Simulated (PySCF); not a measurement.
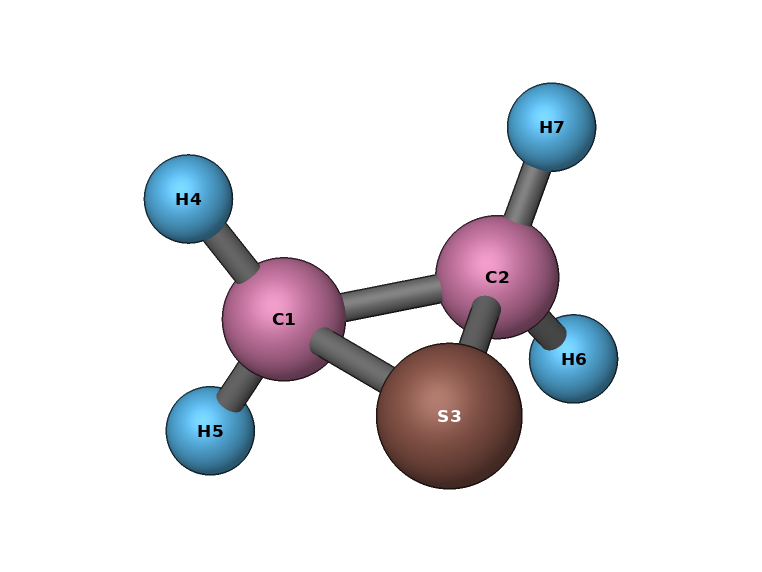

Computed geometry: GFN2-xTB optimisation. No frequency run is at hand to confirm it as a minimum. Method: GIAO PBE0/pcSseg-1 NMR shielding, non-relativistic, gas phase (PySCF 2.14.0). Principal shieldings σ11 ≤ σ22 ≤ σ33, span Ω = σ33 − σ11, skew κ = 3(σiso − σ22)/Ω.

Give the shielding tensors of the S atoms.

```json
{"atom": "S3", "σ11": "331.0", "σ22": "819.6", "σ33": "1179.2", "σiso": "776.6", "Ω": "848.2", "κ": "−0.15"}
```

Shieldings and span in ppm.
